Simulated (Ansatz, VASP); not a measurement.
## PtSe2 in two plane-wave programs

Aim: how closely do two programs agree when they are given the same cell, functional and k mesh? The start cell is built, not measured: As first built, before any earlier steps moved the atoms: it takes the PtS2 structure with some of its atoms replaced by other elements, volume scaled by an estimate. The cell comes out of the VASP series on this material, whose earlier steps may have relaxed, scaled or displaced it; both programs get it as it stands.

Calculated with Ansatz 0.2.0; plane waves, with VASP 6.6.1 beside it; band structure at HSE03.

**1. The structure**

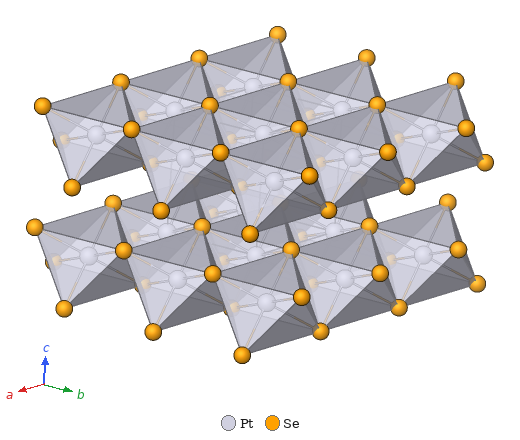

Start, viewed from a free direction; platinum light grey, selenium orange. 2×2×1 cells are drawn. Some periodic images of atoms are drawn too.

As a file:

```
Pt Se
1.0
     3.78460    0.00000    0.00000
    -1.89230    3.27756    0.00000
     0.00000    0.00000    5.38402
Pt Se
1 2
Direct
  0.00000 0.00000 0.00000
  0.33333 0.66667 0.23898
  0.66667 0.33333 0.76102
```

**2. VASP: band structure, HSE03**

Levels along a path test the potential and the projectors away from the mesh points.

Lines of VASP's logs that name or quote its potential files are left out, and so is its time.

INCAR reads:

```
SYSTEM = PtSe2
PREC = Accurate
ENCUT = 400
EDIFF = 1E-06
NELM = 100
ISMEAR = 0
SIGMA = 0.02
LREAL = .FALSE.
ALGO = Normal
LHFCALC = .TRUE.
AEXX = 0.25
GGA = PE
HFSCREEN = 0.3
LASPH = .TRUE.
NBANDS = 17
PRECFOCK = Fast
LORBIT = 11
LWAVE = .FALSE.
LCHARG = .FALSE.
KPAR = 4
```

POSCAR reads:

```
PtSe2
1.0
    3.7845975877      0.0000000000      0.0000000000
   -1.8922987938      3.2775575000      0.0000000000
    0.0000000000      0.0000000000      5.3840240956
Pt Se
1 2
Direct
    0.0000000000      0.0000000000      0.0000000000
    0.3333333300      0.6666666700      0.2389777842
    0.6666666700      0.3333333300      0.7610222158
```

KPOINTS reads:

```
Automatic mesh
0
Gamma
4 4 3
0 0 0
```

KPOINTS_OPT reads:

```
Line mode
6
Line-mode
Reciprocal
  0.00000000   0.00000000   0.00000000 GAMMA
  0.50000000   0.00000000   0.00000000 M

  0.50000000   0.00000000   0.00000000 M
  0.33333333   0.33333333   0.00000000 K

  0.33333333   0.33333333   0.00000000 K
  0.00000000   0.00000000   0.00000000 GAMMA

  0.00000000   0.00000000   0.00000000 GAMMA
  0.00000000   0.00000000   0.50000000 A

  0.00000000   0.00000000   0.50000000 A
  0.50000000   0.00000000   0.50000000 L

  0.50000000   0.00000000   0.50000000 L
  0.33333333   0.33333333   0.50000000 H

  0.33333333   0.33333333   0.50000000 H
  0.00000000   0.00000000   0.50000000 A

  0.50000000   0.00000000   0.50000000 L
  0.50000000   0.00000000   0.00000000 M

  0.33333333   0.33333333   0.00000000 K
  0.33333333   0.33333333   0.50000000 H
```

PAW data sets: Pt and Se (PBE family, release 64).

Launch:

```bash
$ mpirun -np 4 vasp_std
```

Numbers of over 12 decimals in the logs are rounded to 6 here.

Output:

```text
[banner, memory and clock lines left out]
running    4 mpi-ranks, on    1 nodes
 distrk:  each k-point on    1 cores,    4 groups
 distr:  one band on    1 cores,    1 groups

 POSCAR found type information on POSCAR PtSe
 POSCAR found :  2 types and       3 ions
 LDA part: xc-table for (Slater+PW92), standard interpolation
 found WAVECAR, reading the header
 POSCAR, INCAR and KPOINTS ok, starting setup
 FFT: planning ... GRIDC
 FFT: planning ... GRID_SOFT
 FFT: planning ... GRID
 reading WAVECAR
 the WAVECAR file was read successfully
 initial charge from wavefunction
 entering main loop
       N       E                     dE             d eps       ncg     rms          rms(c)
DAV:   1    -0.166551383863E+02   -0.16655E+02   -0.69688E-01   323   0.691E+00    0.189E+00
DAV:   2    -0.166656963017E+02   -0.10558E-01   -0.35689E-02   370   0.146E+00    0.118E+00
DAV:   3    -0.166650456898E+02    0.65061E-03   -0.31949E-03   338   0.476E-01    0.702E-01
DAV:   4    -0.166646474867E+02    0.39820E-03   -0.10503E-03   374   0.256E-01    0.390E-01
DAV:   5    -0.166645186637E+02    0.12882E-03   -0.15831E-04   362   0.106E-01    0.219E-01
DAV:   6    -0.166644902407E+02    0.28423E-04   -0.48155E-05   357   0.498E-02    0.122E-01
DAV:   7    -0.166644830753E+02    0.71653E-05   -0.10794E-05   353   0.256E-02    0.702E-02
DAV:   8    -0.166644823501E+02    0.72527E-06   -0.29858E-06   320   0.116E-02
   1 F= -.16664482E+02 E0= -.16664482E+02  d E =-.147452E-06
 Start KPOINTS_OPT (optional k-point list driver)
k-point batch [1-9\54]
       N       E                     dE             ncg
DAV:   1     0.874476233865E+03   -0.30218E+04      322
DAV:   2    -0.169671040854E+03   -0.10441E+04      389
DAV:   3    -0.246065129943E+03   -0.76394E+02      347
DAV:   4    -0.247189048527E+03   -0.11239E+01      356
DAV:   5    -0.247200586641E+03   -0.11538E-01      371
DAV:   6    -0.247200727187E+03   -0.14055E-03      371
DAV:   7    -0.247200730008E+03   -0.28208E-05      356
DAV:   8    -0.247200730076E+03   -0.67611E-07      293
[...]
k-point batch [46-54\54]
       N       E                     dE             ncg
DAV:   1     0.761576790848E+03   -0.53485E+04      322
DAV:   2    -0.217594230815E+03   -0.97917E+03      350
DAV:   3    -0.282111336959E+03   -0.64517E+02      357
DAV:   4    -0.283202939101E+03   -0.10916E+01      390
DAV:   5    -0.283212569190E+03   -0.96301E-02      371
DAV:   6    -0.283212688601E+03   -0.11941E-03      387
DAV:   7    -0.283212691243E+03   -0.26423E-05      363
DAV:   8    -0.283212691324E+03   -0.80917E-07      299
```

Parts of OUTCAR (step 2):

```text
ion  position               nearest neighbor table
   1  0.000  0.000  0.000-   2 2.54   3 2.54   3 2.54   2 2.54   3 2.54   2 2.54
   2  0.333  0.667  0.239-   1 2.54   1 2.54   1 2.54
   3  0.667  0.333  0.761-   1 2.54   1 2.54   1 2.54

  LATTYP: Found a hexagonal cell.
 ALAT       =     3.7845975877
 C/A-ratio  =     1.4226146825

 Subroutine GETGRP returns: Found 12 space group operations
 (whereof 12 operations were pure point group operations)

The static configuration has the point symmetry D_3d.

 Found      9 irreducible k-points:

   k-points           NKPTS =      9   k-points in BZ     NKDIM =     48   number of bands    NBANDS=     17

   dimension x,y,z NGX =    28 NGY =   28 NGZ =   36
   dimension x,y,z NGXF=    56 NGYF=   56 NGZF=   72

   ENCUT  =  400.0 eV  29.40 Ry    5.42 a.u.   6.17  6.17  8.78*2*pi/ulx,y,z

   NELECT =      22.0000    total number of electrons

 k-points in reciprocal lattice and weights: Automatic mesh
   0.00000000  0.00000000  0.00000000       0.021
   0.25000000  0.00000000  0.00000000       0.125
   0.50000000  0.00000000  0.00000000       0.062
   0.25000000  0.25000000  0.00000000       0.125
   0.00000000  0.00000000  0.33333333       0.042
   0.25000000  0.00000000  0.33333333       0.125
   0.00000000  0.25000000  0.33333333       0.125
   0.50000000  0.00000000  0.33333333       0.125
   0.25000000  0.25000000  0.33333333       0.250

  exchange ACFDT corr.  =         0.00000000  see jH, gK, PRB 81, 115126

 average (electrostatic) potential at core
       1 -64.9295       2 -50.3870       3 -50.3870

 E-fermi :   5.2780

 k-point     1 :       0.0000    0.0000    0.0000
  band No.  band energies     occupation
    ...
      7       0.5132      2.00000
      8       2.0478      2.00000
      9       3.9667      2.00000
     10       3.9667      2.00000
     11       5.2210      1.99994
     12       6.9770      0.00000
     13       6.9770      0.00000
     14       9.5291      0.00000
     15       9.5766      0.00000
     16      13.0577      0.00000
    ...

 k-point     2 :       0.2500    0.0000    0.0000
  band No.  band energies     occupation
    ...
      7       0.2647      2.00000
      8       1.2551      2.00000
      9       2.6576      2.00000
     10       3.1963      2.00000
     11       3.8701      2.00000
     12       6.4582      0.00000
     13       7.1292      0.00000
     14      10.4290      0.00000
     15      11.9643      0.00000
     16      13.3604      0.00000
    ...

 k-point     3 :       0.5000    0.0000    0.0000
  band No.  band energies     occupation
    ...
      7       0.9283      2.00000
      8       1.0761      2.00000
      9       1.5984      2.00000
     10       1.6286      2.00000
     11       1.7854      2.00000
     12       6.1819      0.00000
     13       7.5502      0.00000
     14      10.1090      0.00000
     15      11.3474      0.00000
     16      12.8241      0.00000
    ...

  energy-cutoff  :      400.00
  volume of cell :       66.78
      direct lattice vectors                 reciprocal lattice vectors
     3.784597588  0.000000000  0.000000000     0.264228885  0.152552625  0.000000000
    -1.892298794  3.277557500  0.000000000     0.000000000  0.305105250  0.000000000
     0.000000000  0.000000000  5.384024096     0.000000000  0.000000000  0.185734681

 POSITION                                       TOTAL-FORCE (eV/Angst)
 -----------------------------------------------------------------------------------
      0.00000      0.00000      0.00000        -0.000000      0.000000      0.000000
     -0.00000      2.18504      1.28666         0.000000      0.000000     -0.426362
      1.89230      1.09252      4.09736        -0.000000      0.000000      0.426362
 -----------------------------------------------------------------------------------
    total drift:                                0.000000      0.000000     -0.000002

  FREE ENERGIE OF THE ION-ELECTRON SYSTEM (eV)
  ---------------------------------------------------
  free  energy   TOTEN  =       -16.6644823501 eV

  energy  without entropy=      -16.6644822026  energy(sigma->0) =      -16.66448228

 total charge
# of ion       s       p       d       tot
------------------------------------------
    1        0.696   0.678   8.008   9.381
    2        1.495   2.255   0.057   3.807
    3        1.495   2.255   0.057   3.807
--------------------------------------------------
tot          3.686   5.188   8.122  16.996

[... 3 further parts left out ...]
```

(Continued in part 2 of 2.)

[Lines on the potential files, build, host, timing and source positions are cut from VASP's logs without a mark.]

[Logs are printed without paths, hosts, clocks, repeated set-up lines and the standing remarks that a program may print on its own settings, such as how far it seeks lower states.]

[Hosts, paths, dates, database ids (printed as entryN), source tags and the programs' standing remarks are cut or masked in the printed files.]
